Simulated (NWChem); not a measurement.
# the pair SiH2OF2···SiH2SO: a chain of runs

Wanted: the energy (singlet Si2H4SO2F2, r2SCAN-D3(BJ)/6-31G*), then the energy (singlet SiH2OF2, r2SCAN-D3(BJ)/6-31G*), then a single-point energy (singlet SiH2SO, r2SCAN-D3(BJ)/6-31G*), then a single-point energy (singlet SiH2OF2, r2SCAN-D3(BJ)/6-31G*), then the energy (singlet SiH2SO, r2SCAN-D3(BJ)/6-31G*) of F2H4O2SSi2 and its partners. 

The calculation is run with NWChem 7.3.0.

## 1. The system as given

Si2H4SO2F2 has 11 atoms, charge 0, and is taken as a singlet. The two molecules were placed rigidly side by side, at 0.9 times their contact distance; the pair isn't optimised.

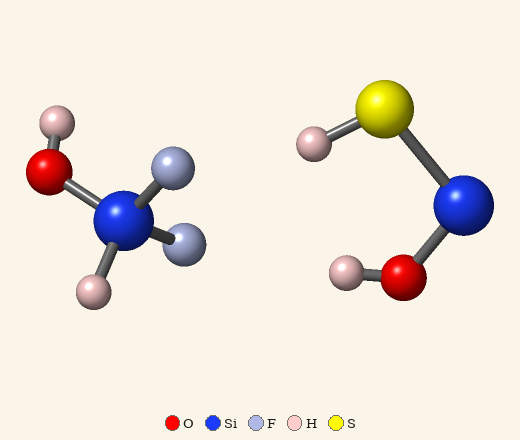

Viewed from a chosen angle; oxygen red, silicon blue, fluorine light blue, hydrogen pink, sulfur yellow.

## 2. A single-point energy at r2SCAN-D3(BJ)/6-31G(d) (spherical functions) (run 1)

Contents of mol.nw:

```
start mol
title "F2H4O2SSi2 r2SCAN"
memory stack 880 mb heap 220 mb global 1100 mb

geometry noautosym nocenter noautoz
 O     0.020680    1.148550   -0.548720
 Si    0.114380   -0.225550    0.292880
 F     0.724780   -1.394450   -0.584720
 F    -1.322520   -0.729050    0.729780
 H    -0.484420    1.193650   -1.361820
 H     0.947080    0.006850    1.472580
 O    -1.501910   -4.628140    1.351370
 Si   -1.494340   -5.756090    0.152330
 S    -0.483720   -4.771380   -1.504140
 H    -1.119530   -3.752970    1.250340
 H    -0.227440   -3.577070   -0.938910
end

basis "ao basis" spherical bse
 * library 6-31G*
end

dft
 xc r2scan
 disp vdw 4
 grid fine
 convergence energy 1e-08
 iterations 100
 mulliken
 noprint "final vectors analysis"
end

task dft energy
```

Command:

```sh
nwchem mol.nw > mol.out
```

Log:

```text
[...]
          Wavefunction type:  closed shell.
          No. of atoms     :    11
          No. of electrons :    82
[...]
          Charge           :     0
          Spin multiplicity:     1
[...]
          AO basis - number of functions:   118
[...]
              XC Information
              --------------
                      r^2SCAN Method XC Functional
               r^2SCAN metaGGA Exchange Functional  1.000
                     r^2SCAN Correlation Potential  1.000
[...]
 d= 0,ls=0.0,diis     1  -1329.4525900672 -1.83D+03  1.50D-02  1.48D+00     4.3
[...]
 d= 0,ls=0.0,diis    11  -1329.6119155865 -1.01D-09  1.63D-07  6.64D-10    39.7
         Total DFT energy =    -1329.611915586467
      One electron energy =    -2842.445685219632
           Coulomb energy =     1117.525598943502
    Exchange-Corr. energy =     -107.127987726585
 Nuclear repulsion energy =      502.438774365608
    Dispersion correction =       -0.002615949360
[...]
      Total Density - Mulliken Population Analysis
     ---------------------------------------------
    Atom       Charge   Shell Charges
 -----------   ------   -------------------------------------------------------
    1 O    8     8.72   2.00  0.90  2.95  0.93  1.93  0.02
    2 Si  14    12.82   2.00  2.00  5.97  0.77  1.40  0.04  0.20  0.44
    3 F    9     9.40   2.00  0.93  3.31  1.03  2.12  0.01
    4 F    9     9.40   2.00  0.93  3.31  1.03  2.12  0.01
    5 H    1     0.54   0.46  0.08
    6 H    1     1.10   0.51  0.59
    7 O    8     8.71   2.00  0.91  2.92  0.94  1.93  0.02
    8 Si  14    13.51   2.00  2.00  5.96  1.16  1.31  0.64  0.27  0.16
    9 S   16    16.36   2.00  2.00  5.97  1.33  3.08  0.57  1.36  0.04
   10 H    1     0.56   0.47  0.10
[...]
```

It took 41 s on 1 thread of Intel Xeon Platinum 8488C (Sapphire Rapids), shared host; peak memory 0.13 GiB.

## 3. SiH2OF2: a single-point energy at r2SCAN-D3(BJ)/6-31G(d) (spherical functions) (run 2)

Contents of f2h2osi.nw:

```
start f2h2osi
title "F2H2OSi energy"
memory 2200 mb
geometry units angstroms noautosym nocenter noautoz
 O     0.020680    1.148550   -0.548720
 Si    0.114380   -0.225550    0.292880
 F     0.724780   -1.394450   -0.584720
 F    -1.322520   -0.729050    0.729780
 H    -0.484420    1.193650   -1.361820
 H     0.947080    0.006850    1.472580
end
basis spherical bse
 * library 6-31G*
end
dft
 xc r2scan
 disp vdw 4
 grid fine
 convergence energy 1e-08
 iterations 100
 mulliken
 noprint "final vectors analysis"
end
task dft energy
```

Command:

```sh
nwchem f2h2osi.nw > f2h2osi.out
```

Log:

```text
[...]
          Wavefunction type:  closed shell.
          No. of atoms     :     6
          No. of electrons :    42
[...]
          Charge           :     0
          Spin multiplicity:     1
[...]
          AO basis - number of functions:    64
[...]
              XC Information
              --------------
                      r^2SCAN Method XC Functional
               r^2SCAN metaGGA Exchange Functional  1.000
                     r^2SCAN Correlation Potential  1.000
[...]
 d= 0,ls=0.0,diis     1   -565.5066337211 -7.54D+02  1.97D-02  9.43D-01     1.3
[...]
 d= 0,ls=0.0,diis    10   -565.6009716589 -9.60D-10  6.01D-08  4.44D-11    10.1
         Total DFT energy =     -565.600971658939
      One electron energy =    -1160.208590427623
           Coulomb energy =      457.457338370011
    Exchange-Corr. energy =      -51.262936318840
 Nuclear repulsion energy =      188.413963295679
    Dispersion correction =       -0.000746578165
[...]
      Total Density - Mulliken Population Analysis
     ---------------------------------------------
    Atom       Charge   Shell Charges
 -----------   ------   -------------------------------------------------------
    1 O    8     8.73   2.00  0.90  2.95  0.93  1.94  0.02
    2 Si  14    12.81   2.00  2.00  5.97  0.77  1.40  0.04  0.20  0.44
    3 F    9     9.40   2.00  0.93  3.31  1.02  2.12  0.01
    4 F    9     9.40   2.00  0.93  3.31  1.02  2.12  0.01
    5 H    1     0.54   0.46  0.08
    6 H    1     1.11   0.51  0.60
[...]
```

Run time: 11 s. Hardware: 1 thread of Intel Xeon Platinum 8488C (Sapphire Rapids), shared host; peak memory 0.11 GiB.

## 4. SiH2SO: the energy at r2SCAN-D3(BJ)/6-31G(d) (spherical functions) (run 3)

Contents of h2ossi.nw:

```
start h2ossi
memory total 2200 mb
geometry noautosym nocenter noautoz
 O    -1.501910   -4.628140    1.351370
 Si   -1.494340   -5.756090    0.152330
 S    -0.483720   -4.771380   -1.504140
 H    -1.119530   -3.752970    1.250340
 H    -0.227440   -3.577070   -0.938910
end
basis spherical bse
 * library 6-31G*
end
dft
 xc r2scan
 mult 1
 disp vdw 4
 grid fine
 convergence energy 1e-08
 iterations 100
 mulliken
 noprint "final vectors analysis"
end
task dft energy
```

Command:

```sh
nwchem h2ossi.nw > h2ossi.out
```

Log:

```text
[...]
          Wavefunction type:  closed shell.
          No. of atoms     :     5
          No. of electrons :    40
[...]
          Charge           :     0
          Spin multiplicity:     1
[...]
          AO basis - number of functions:    54
[...]
              XC Information
              --------------
                      r^2SCAN Method XC Functional
               r^2SCAN metaGGA Exchange Functional  1.000
                     r^2SCAN Correlation Potential  1.000
[...]
 d= 0,ls=0.0,diis     1   -763.9393613822 -8.98D+02  2.34D-02  5.51D-01     1.1
[...]
 d= 0,ls=0.0,diis    11   -764.0061155538 -2.89D-10  4.32D-07  2.74D-10     8.8
         Total DFT energy =     -764.006115553761
      One electron energy =    -1322.598384573225
           Coulomb energy =      480.528813699471
    Exchange-Corr. energy =      -55.867091866968
 Nuclear repulsion energy =      133.931558229764
    Dispersion correction =       -0.001011042803
[...]
      Total Density - Mulliken Population Analysis
     ---------------------------------------------
    Atom       Charge   Shell Charges
 -----------   ------   -------------------------------------------------------
    1 O    8     8.70   2.00  0.91  2.92  0.94  1.92  0.02
    2 Si  14    13.50   2.00  2.00  5.96  1.16  1.30  0.64  0.27  0.16
    3 S   16    16.34   2.00  2.00  5.97  1.34  3.08  0.57  1.35  0.04
    4 H    1     0.57   0.47  0.10
    5 H    1     0.89   0.50  0.39
[...]
```

It took 9.6 s on 1 thread of Intel Xeon Platinum 8488C (Sapphire Rapids), shared host; peak memory 0.11 GiB.

## 5. SiH2OF2 among ghost functions: a single-point energy at r2SCAN-D3(BJ)/6-31G(d) (spherical functions, with ghost functions) (run 4)

Contents of struct.nw:

```
start struct
memory stack 880 mb heap 220 mb global 1100 mb
geometry units atomic noautosym nocenter noautoz
 O   0.03907954  2.17044494 -1.03693052
 Si  0.21614687 -0.42622773  0.55346299
 F   1.36963570 -2.63512859 -1.10496066
 F  -2.49920059 -1.37770483  1.37908433
 H  -0.91542113  2.25567159 -2.57346683
 H   1.78972182  0.01294462  2.78277290
 bqO     -2.838199    -8.745917     2.553719
 bqSi    -2.823893   -10.877434     0.287862
 bqS     -0.914098    -9.016601    -2.842413
 bqH     -2.115605    -7.092085     2.362800
 bqH     -0.429799    -6.759683    -1.774283
end
basis spherical bse
 O library 6-31G*
 Si library 6-31G*
 F library 6-31G*
 H library 6-31G*
 bqO library O 6-31G*
 bqSi library Si 6-31G*
 bqS library S 6-31G*
 bqH library H 6-31G*
end
dft
 xc r2scan
 disp vdw 4
 grid fine
 convergence energy 1e-08
 iterations 100
 mulliken
 print low
end
task dft energy
```

Command:

```sh
nwchem struct.nw > struct.out
```

Log:

```text
[...]
 d= 0,ls=0.0,diis     1   -565.5080656783 -7.54D+02  1.07D-02  9.41D-01     3.6
[...]
 d= 0,ls=0.0,diis    10   -565.6024023355 -8.87D-10  3.58D-08  5.21D-11    36.5
         Total DFT energy =     -565.602402335501
      One electron energy =    -1160.166108220755
           Coulomb energy =      457.409492874062
    Exchange-Corr. energy =      -51.258990305061
 Nuclear repulsion energy =      188.413949894410
    Dispersion correction =       -0.000746578157
[...]
      Total Density - Mulliken Population Analysis
     ---------------------------------------------
    Atom       Charge   Shell Charges
 -----------   ------   -------------------------------------------------------
    1 O    8     8.72   2.00  0.90  2.95  0.93  1.93  0.02
    2 Si  14    12.81   2.00  2.00  5.97  0.77  1.40  0.04  0.20  0.44
    3 F    9     9.40   2.00  0.93  3.31  1.03  2.12  0.01
    4 F    9     9.40   2.00  0.93  3.31  1.03  2.12  0.01
    5 H    1     0.54   0.46  0.08
    6 H    1     1.11   0.51  0.60
    7 X    0    -0.00   0.00  0.00 -0.00 -0.00 -0.00 -0.00
    8 X    0     0.00   0.00  0.00 -0.00  0.00  0.00  0.00  0.00 -0.00
    9 X    0    -0.00   0.00  0.00 -0.00  0.00 -0.00 -0.00 -0.00 -0.00
   10 X    0     0.00  -0.00  0.00
[...]
```

Run time: 37 s. Hardware: 1 thread of Intel Xeon Platinum 8488C (Sapphire Rapids), shared host; peak memory 0.12 GiB.

## 6. SiH2SO among ghost functions: a single-point energy at r2SCAN-D3(BJ)/6-31G(d) (spherical functions, with ghost functions) (run 5)

Contents of struct.nw:

```
START struct
memory stack 880 mb heap 220 mb global 1100 mb

GEOMETRY noautosym nocenter noautoz
  O    -1.501910   -4.628140    1.351370
  Si   -1.494340   -5.756090    0.152330
  S    -0.483720   -4.771380   -1.504140
  H    -1.119530   -3.752970    1.250340
  H    -0.227440   -3.577070   -0.938910
  bqO      0.020680     1.148550    -0.548720
  bqSi     0.114380    -0.225550     0.292880
  bqF      0.724780    -1.394450    -0.584720
  bqF     -1.322520    -0.729050     0.729780
  bqH     -0.484420     1.193650    -1.361820
  bqH      0.947080     0.006850     1.472580
END

BASIS spherical bse
  O library 6-31G*
  Si library 6-31G*
  S library 6-31G*
  H library 6-31G*
  bqO library O 6-31G*
  bqSi library Si 6-31G*
  bqF library F 6-31G*
  bqH library H 6-31G*
END

DFT
  xc r2scan
  disp vdw 4
  grid fine
  convergence energy 1e-08
  maxiter 100
  mulliken
  print low
END

TASK dft energy
```

Command:

```sh
nwchem struct.nw > struct.out
```

Log:

```text
[...]
 d= 0,ls=0.0,diis     1   -763.9395858465 -8.98D+02  1.07D-02  5.51D-01     4.1
[...]
 d= 0,ls=0.0,diis    11   -764.0063520913 -3.12D-10  2.00D-07  2.80D-10    39.5
         Total DFT energy =     -764.006352091253
      One electron energy =    -1322.591456252066
           Coulomb energy =      480.521019098384
    Exchange-Corr. energy =      -55.866462124532
 Nuclear repulsion energy =      133.931558229764
    Dispersion correction =       -0.001011042803
[...]
      Total Density - Mulliken Population Analysis
     ---------------------------------------------
    Atom       Charge   Shell Charges
 -----------   ------   -------------------------------------------------------
    1 O    8     8.70   2.00  0.91  2.92  0.94  1.92  0.02
    2 Si  14    13.50   2.00  2.00  5.96  1.16  1.30  0.64  0.27  0.16
    3 S   16    16.34   2.00  2.00  5.97  1.34  3.08  0.57  1.35  0.04
    4 H    1     0.56   0.47  0.10
    5 H    1     0.89   0.50  0.40
    6 X    0    -0.00  -0.00 -0.00 -0.00 -0.00 -0.00 -0.00
    7 X    0     0.00  -0.00 -0.00 -0.00 -0.00 -0.00  0.00  0.00  0.00
    8 X    0    -0.00   0.00  0.00  0.00 -0.00 -0.00 -0.00
    9 X    0    -0.00   0.00  0.00 -0.00 -0.00  0.00  0.00
   10 X    0    -0.00   0.00 -0.00
[...]
```

Wall time 40 s (1 thread of Intel Xeon Platinum 8488C (Sapphire Rapids), shared host); peak memory 0.12 GiB.

## 7. Results

```
                                                                                                                     quantity           value
                                                                                    run 1, r2SCAN-D3(BJ)/6-31G*: total energy  -1329.61192 Eh
                                                                                   run 1, r2SCAN-D3(BJ)/6-31G*: dipole moment          3.67 D
                                                                               run 1, r2SCAN-D3(BJ)/6-31G*: dispersion energy    -6.87 kJ/mol
                                                                                                        SiH2OF2: total energy   -565.60097 Eh
                                                                                                       SiH2OF2: dipole moment          1.25 D
                                                                                                   SiH2OF2: dispersion energy    -1.96 kJ/mol
                                                                                                         SiH2SO: total energy   -764.00612 Eh
                                                                                                        SiH2SO: dipole moment          2.56 D
                                                                                                    SiH2SO: dispersion energy    -2.65 kJ/mol
                                                                                  SiH2OF2 among ghost functions: total energy   -565.60240 Eh
                                                                             SiH2OF2 among ghost functions: dispersion energy    -1.96 kJ/mol
                                                                                   SiH2SO among ghost functions: total energy   -764.00635 Eh
                                                                              SiH2SO among ghost functions: dispersion energy    -2.65 kJ/mol
              interaction energy of the rigid parts SiH2OF2 and SiH2SO (parts in their own basis; closest atoms 2.41 Å apart)       -0.131 eV
interaction energy of the rigid parts SiH2OF2 and SiH2SO (parts in the whole basis, counterpoise; closest atoms 2.41 Å apart)       -0.086 eV
```

**Reading.** The interaction energy of the rigid parts SiH2OF2 and SiH2SO (parts in their own basis; closest atoms 2.41 Å apart) is −0.13 eV (−3.0 kcal/mol): the parts attract. Without counterpoise this holds the superposition error of the basis. The interaction energy of the rigid parts SiH2OF2 and SiH2SO (parts in the whole basis, counterpoise; closest atoms 2.41 Å apart) is −0.09 eV (−2.0 kcal/mol): the parts attract. The basis-set superposition error is 4.4 kJ/mol. Mulliken charges (SiH2OF2) run from -0.73 on O1 to +1.19 on Si2; they depend strongly on the basis.
